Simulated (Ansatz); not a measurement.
Run report: BSiH$_{4}$ClOF$_{2}$, molecular dynamics (part 3 of 3)

The same run, continued: BSiH$_{4}$ClOF$_{2}$; RKS B3LYP-D4/def2-SVP (Ansatz 0.2.0). It belongs to a series of runs on one base structure; here: dynamics from the highest image of the converged band.

Geometry of the input (Å):
```
B  -1.3630  -0.0834  0.1006
Cl -1.3494  -2.2958  0.0623
F  -1.5338  0.3626  -1.1454
F  -2.2260  0.2806  1.0380
H  -0.1413  -1.4053  0.4710
O  0.0494  -0.1912  0.5267
Si 1.3819  0.6709  -0.1461
H  2.5257  0.3748  0.7483
H  1.6356  0.1787  -1.5227
H  1.0209  2.1083  -0.1327
```

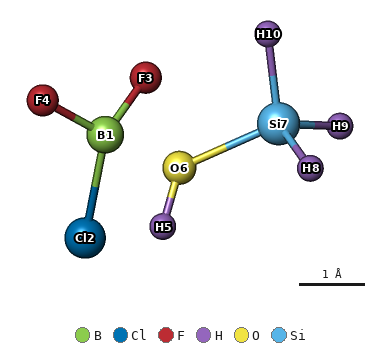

*The geometry at step 93 of the log (ball-and-stick view, seen at a tilt; atoms are numbered from 1 in the order of the input).*

Trajectory as extended XYZ, continued
```
10
Properties=species:S:1:pos:R:3:forces:R:3 step=31 time_fs=15.5 energy=-28616.03399 temperature=252.4
B    -1.4045   -0.1298    0.0656   -0.9915  -0.9421   1.8886
Cl   -1.3940   -2.3470    0.0573   -0.1451   1.2651  -0.0493
F    -1.5017    0.3456   -1.1411   -0.5715   0.5867  -1.3592
F    -2.2018    0.3001    1.0774    0.3911  -0.2959  -1.0521
H    -0.0317   -1.1561    0.5192    0.7573  -1.1124   0.2705
O     0.0330   -0.1515    0.4954    0.7488   0.7023   0.2754
Si    1.4185    0.7158   -0.1415   -0.0867  -0.3129  -0.2898
H     2.4983    0.4157    0.8150    0.1055  -0.1026   0.0299
H     1.6781    0.2252   -1.5247    0.0171  -0.0252   0.2047
H     1.0864    2.1420   -0.1497   -0.2250   0.2371   0.0814
10
Properties=species:S:1:pos:R:3:forces:R:3 step=39 time_fs=19.5 energy=-28616.10515 temperature=321.1
B    -1.4383   -0.1543    0.0529    0.1262  -1.5980   2.4017
Cl   -1.4051   -2.3500    0.0569   -0.1166   1.5224  -0.0697
F    -1.5013    0.3437   -1.1446   -0.6222   0.6192  -1.4204
F    -2.1975    0.3034    1.0819    0.3047  -0.3373  -1.1565
H     0.1457   -1.1814    0.5486   -0.1928   0.9776   0.0669
O     0.0533   -0.1460    0.4982    0.5562  -1.2026   0.1784
Si    1.4250    0.7305   -0.1419   -0.0606  -0.9798  -0.3515
H     2.4835    0.3662    0.8132    0.2266   0.0779   0.0847
H     1.7224    0.1633   -1.5063   -0.0923   0.3284   0.3436
H     1.0410    2.1254   -0.0974   -0.1291   0.5923  -0.0772
10
Properties=species:S:1:pos:R:3:forces:R:3 step=46 time_fs=23.0 energy=-28616.18393 temperature=396.8
B    -1.4673   -0.1938    0.0678    0.7846  -1.5718   0.5119
Cl   -1.4153   -2.3473    0.0563   -0.2896   1.7874  -0.0707
F    -1.5049    0.3459   -1.1564   -0.4692  -0.0279   0.0636
F    -2.1917    0.3041    1.0784   -0.0010  -0.2318  -0.6775
H     0.2883   -1.1210    0.5863   -0.4968   0.3174   0.1054
O     0.0756   -0.1482    0.5022    0.3980  -0.5444   0.1582
Si    1.4303    0.7395   -0.1436   -0.1665   0.0958   0.4896
H     2.4954    0.3325    0.8199   -0.0086   0.3140  -0.1050
H     1.7515    0.1451   -1.4541   -0.0374   0.2530  -0.2729
H     0.9876    2.1719   -0.0606    0.2865  -0.3919  -0.2026
10
Properties=species:S:1:pos:R:3:forces:R:3 step=54 time_fs=27.0 energy=-28616.18361 temperature=396.8
B    -1.4900   -0.2591    0.0905    1.2057  -0.8919  -1.5000
Cl   -1.4281   -2.3368    0.0554   -0.4309   1.9650  -0.0169
F    -1.5126    0.3478   -1.1690   -0.2747  -0.9049   1.5580
F    -2.1852    0.3031    1.0695   -0.2277  -0.2645  -0.1671
H     0.3975   -1.0561    0.6523   -0.2753  -1.0220   0.2978
O     0.1034   -0.1528    0.5078   -0.1278   0.6360   0.0325
Si    1.4355    0.7502   -0.1432   -0.1857   0.3856   0.6859
H     2.5095    0.3376    0.8146   -0.0425   0.3730  -0.0970
H     1.7796    0.1594   -1.4334   -0.0124   0.1736  -0.5579
H     0.9649    2.1775   -0.0469    0.3714  -0.4499  -0.2354
10
Properties=species:S:1:pos:R:3:forces:R:3 step=62 time_fs=31.0 energy=-28616.25653 temperature=467.7
B    -1.4964   -0.3361    0.0940    0.9116   0.5853  -1.7481
Cl   -1.4428   -2.3179    0.0543   -0.4554   1.7742   0.0145
F    -1.5226    0.3425   -1.1696   -0.0845  -1.5267   2.0085
F    -2.1802    0.2997    1.0586    0.0347  -0.7864  -0.3407
H     0.4465   -1.0851    0.7480   -0.8128   1.1847  -0.2452
O     0.1313   -0.1551    0.5145    0.2840  -1.6864   0.5467
Si    1.4399    0.7622   -0.1397    0.1522  -0.7666  -0.3851
H     2.5212    0.3966    0.7974    0.2091   0.1974   0.1185
H     1.8028    0.2044   -1.4833   -0.1727   0.3336   0.1526
H     0.9916    2.1320   -0.0672   -0.0661   0.6910  -0.1216
10
Properties=species:S:1:pos:R:3:forces:R:3 step=70 time_fs=35.0 energy=-28616.36611 temperature=573.7
B    -1.4904   -0.4046    0.0738    0.0619   2.1970  -0.9057
Cl   -1.4594   -2.2914    0.0534   -0.4300   1.1652  -0.0422
F    -1.5331    0.3251   -1.1545    0.1496  -1.7498   1.6291
F    -2.1747    0.2897    1.0449    0.4740  -1.4141  -0.7276
H     0.4044   -1.0229    0.8337    0.5039  -1.5661   0.6466
O     0.1602   -0.1679    0.5248   -0.7787   1.1307  -0.4598
Si    1.4450    0.7709   -0.1377    0.2128  -0.1760  -0.4997
H     2.5598    0.4865    0.7941    0.1011   0.0504   0.0424
H     1.8019    0.2948   -1.5179   -0.1734   0.1105   0.3182
H     1.0142    2.1682   -0.1063   -0.1214   0.2522  -0.0013
10
Properties=species:S:1:pos:R:3:forces:R:3 step=77 time_fs=38.5 energy=-28616.39707 temperature=603.6
B    -1.4837   -0.4402    0.0454   -0.3459   2.9167   0.2307
Cl   -1.4755   -2.2641    0.0524   -0.3634   0.2835  -0.1066
F    -1.5415    0.2985   -1.1306    0.2908  -1.4264   0.5955
F    -2.1671    0.2719    1.0283    0.5807  -1.5828  -0.7180
H     0.3983   -1.0667    0.9520   -0.1023   1.4297  -0.6372
O     0.1813   -0.1763    0.5325    0.0507  -1.6186   0.6289
Si    1.4504    0.7778   -0.1380    0.0447   0.9987   0.2685
H     2.6054    0.5725    0.7958   -0.1887  -0.0415  -0.1873
H     1.7809    0.3876   -1.5149    0.0096  -0.2858  -0.1964
H     1.0199    2.2323   -0.1411    0.0238  -0.6734   0.1219
10
Properties=species:S:1:pos:R:3:forces:R:3 step=85 time_fs=42.5 energy=-28616.43556 temperature=640.2
B    -1.4806   -0.4439    0.0172   -0.4381   1.7832   1.8490
Cl   -1.4954   -2.2318    0.0507   -0.2931  -0.5373  -0.1743
F    -1.5488    0.2580   -1.0998    0.4025  -0.1633  -1.5287
F    -2.1541    0.2400    1.0043    0.3017  -1.0750  -0.0912
H     0.3948   -0.9874    1.0294    0.5095  -0.9467   0.6110
O     0.2050   -0.1954    0.5448   -0.1163   1.2045  -0.8776
Si    1.4567    0.7902   -0.1372   -0.0963   0.7168   0.2934
H     2.6340    0.6633    0.7740   -0.1375  -0.1996  -0.1310
H     1.7572    0.4539   -1.5348    0.0510  -0.4490  -0.1699
H     1.0252    2.2229   -0.1629   -0.1835  -0.3336   0.2194
10
Properties=species:S:1:pos:R:3:forces:R:3 step=93 time_fs=46.5 energy=-28616.34126 temperature=549.3
B    -1.4826   -0.4238    0.0146    0.2466  -0.6131   2.5497
Cl   -1.5165   -2.2017    0.0484   -0.2012  -1.1267  -0.1570
F    -1.5529    0.2164   -1.0817    0.4430   1.3289  -3.6776
F    -2.1392    0.1999    0.9802   -0.5623   0.1815   1.4173
H     0.4461   -0.9667    1.1525   -0.1233   0.8174  -0.7253
O     0.2287   -0.2085    0.5517    0.6839  -0.2232   0.3279
Si    1.4626    0.8060   -0.1352   -0.1929  -0.5065  -0.4920
H     2.6460    0.7245    0.7352    0.2044  -0.2715   0.1351
H     1.7398    0.4561   -1.5722   -0.0195  -0.2598   0.4471
H     1.0006    2.1736   -0.1532   -0.4787   0.6729   0.1747
10
Properties=species:S:1:pos:R:3:forces:R:3 step=101 time_fs=50.5 energy=-28616.29636 temperature=505.3
B    -1.4807   -0.4110    0.0438    1.3038  -1.8597  -0.1380
Cl   -1.5385   -2.1766    0.0454   -0.0808  -1.6796  -0.0782
F    -1.5534    0.1845   -1.0913    0.5953   1.3675  -3.0564
F    -2.1291    0.1615    0.9680   -1.8015   1.8112   3.4368
H     0.4957   -0.8877    1.2101    0.0505  -0.2525   0.0998
O     0.2578   -0.2198    0.5591    0.4407   0.9004  -0.4194
Si    1.4672    0.8200   -0.1354   -0.5266   0.0684  -0.2275
H     2.6813    0.7466    0.7117    0.0164  -0.1714   0.0492
H     1.7210    0.4181   -1.5523    0.0224  -0.0918   0.2709
H     0.9140    2.1990   -0.1173   -0.0202  -0.0924   0.0628
10
Properties=species:S:1:pos:R:3:forces:R:3 step=108 time_fs=54.0 energy=-28616.27311 temperature=483.1
B    -1.4651   -0.4195    0.0697    1.3396  -1.0978  -2.2600
Cl   -1.5581   -2.1605    0.0425    0.0261  -2.2426  -0.0244
F    -1.5498    0.1655   -1.1198    0.7604   0.7295  -1.0607
F    -2.1314    0.1391    0.9789   -1.8577   2.2390   3.5639
H     0.5420   -0.8297    1.2614    0.0128  -0.3798   0.2538
O     0.2868   -0.2239    0.5630    0.0844   0.8259  -0.4069
Si    1.4691    0.8324   -0.1365   -0.6301   0.6413   0.4607
H     2.7148    0.7442    0.6978   -0.2859  -0.0252  -0.0987
H     1.7076    0.3715   -1.5037    0.1146  -0.0442  -0.3453
H     0.8325    2.2183   -0.0779    0.4357  -0.6461  -0.0823
10
Properties=species:S:1:pos:R:3:forces:R:3 step=116 time_fs=58.0 energy=-28616.31706 temperature=525.5
B    -1.4316   -0.4414    0.0724   -0.2391   1.0959  -1.4645
Cl   -1.5803   -2.1514    0.0391    0.1160  -2.7569  -0.0169
F    -1.5399    0.1493   -1.1601    0.9057   0.2253   0.6377
F    -2.1466    0.1292    1.0164   -0.1298   1.1298   1.1905
H     0.5866   -0.7980    1.3262   -0.4354   0.5172  -0.8799
O     0.3209   -0.2227    0.5657   -0.1693  -0.4622   0.8720
Si    1.4682    0.8493   -0.1358   -0.2346  -0.1954   0.0116
H     2.7175    0.7382    0.6712   -0.1291   0.0952   0.0404
H     1.7072    0.3154   -1.4894    0.0643   0.2271  -0.2144
H     0.7948    2.1644   -0.0448    0.2512   0.1239  -0.1765
10
Properties=species:S:1:pos:R:3:forces:R:3 step=124 time_fs=62.0 energy=-28616.18477 temperature=398.1
B    -1.4012   -0.4493    0.0548   -1.6238   2.0169   0.0067
Cl   -1.6021   -2.1540    0.0356    0.2069  -2.5397  -0.0150
F    -1.5227    0.1351   -1.1959    0.9598   0.1022   1.4540
F    -2.1632    0.1288    1.0638    1.4014   0.1691  -0.9646
H     0.5879   -0.7365    1.3270    0.1720  -0.8423   1.0405
O     0.3521   -0.2227    0.5722   -1.3163   0.6530  -1.0644
Si    1.4660    0.8649   -0.1353    0.1827  -1.0736  -0.7631
H     2.7030    0.7457    0.6520    0.1989   0.1343   0.2495
H     1.7155    0.2940   -1.5040   -0.0576   0.4848   0.2254
H     0.7918    2.1316   -0.0371   -0.1240   0.8953  -0.1690
10
Properties=species:S:1:pos:R:3:forces:R:3 step=132 time_fs=66.0 energy=-28616.13249 temperature=347.7
B    -1.3928   -0.4306    0.0366   -2.0524   1.1000   0.9722
Cl   -1.6229   -2.1673    0.0320    0.3291  -1.5618   0.0027
F    -1.4979    0.1220   -1.2202    0.8301   0.3060   1.6337
F    -2.1691    0.1302    1.1041    1.9866  -0.0879  -2.0467
H     0.5908   -0.7444    1.3976   -0.4375   0.7593  -1.2939
O     0.3722   -0.2200    0.5740   -1.0207  -0.9465   1.1114
Si    1.4645    0.8759   -0.1383    0.0811   0.2019  -0.1659
H     2.7108    0.7737    0.6652   -0.0243   0.1501   0.0672
H     1.7175    0.3403   -1.4952   -0.0168   0.2660  -0.1115
H     0.7835    2.2069   -0.0559    0.3248  -0.1869  -0.1692
10
Properties=species:S:1:pos:R:3:forces:R:3 step=139 time_fs=69.5 energy=-28616.13613 temperature=351.7
B    -1.4089   -0.4014    0.0312   -1.8796  -0.3202   1.2943
Cl   -1.6400   -2.1848    0.0289    0.3947  -0.5845   0.0223
F    -1.4706    0.1126   -1.2308    0.6009   0.5965   1.5662
F    -2.1613    0.1311    1.1263    1.9440   0.0486  -2.3540
H     0.5549   -0.6985    1.3638    0.3302  -1.0121   1.6208
O     0.3811   -0.2222    0.5802   -1.6237   1.1095  -2.0171
Si    1.4637    0.8859   -0.1418    0.0934   0.7834   0.4688
H     2.7161    0.8161    0.6863   -0.2610   0.0800  -0.1351
H     1.7168    0.4147   -1.4992    0.0422  -0.0447  -0.4126
H     0.8099    2.2622   -0.0924    0.3590  -0.6565  -0.0535
10
Properties=species:S:1:pos:R:3:forces:R:3 step=147 time_fs=73.5 energy=-28616.22183 temperature=434.1
B    -1.4513   -0.3727    0.0413   -0.8840  -1.6619   0.6654
Cl   -1.6579   -2.2070    0.0254    0.3330   0.1904   0.0729
F    -1.4350    0.1064   -1.2309    0.2058   0.7914   1.5711
F    -2.1381    0.1327    1.1342    1.2821   0.4590  -1.9118
H     0.5353   -0.7157    1.4341   -0.1629   0.8541  -1.4358
O     0.3783   -0.2195    0.5767   -0.8168  -0.4806   0.8800
Si    1.4634    0.9006   -0.1439    0.2769  -0.1613  -0.0623
H     2.6913    0.8746    0.6946    0.0061  -0.0658  -0.0363
H     1.7208    0.4958   -1.5503   -0.0022  -0.1274   0.1438
H     0.8821    2.2492   -0.1404   -0.2381   0.2022   0.1131
```

Results in brief

| quantity | value |
| --- | --- |
| outcome | finished |
| mean temperature over the second half | 488 K |
| trajectory | 147 steps, 73.5 fs |
| ensemble | nve |
| temperature in the input | 300.0 K |
| time step | 0.5 fs |
| potential energy (last step) | −28616.2221 eV |
| mean-field energy (last step) | −28615.8665 eV |
| largest force (length of the vector) (last step) | 2.347 eV/Å |
| hardware | 2 threads of Intel Xeon @ 2.50GHz (Skylake/Cascade Lake), 189 GiB of memory available, shared host |
| wall time | 16 min (CPU time 31 min) |
| peak memory | 0.27 GiB |

Notes

So short a trajectory is not equilibrated.
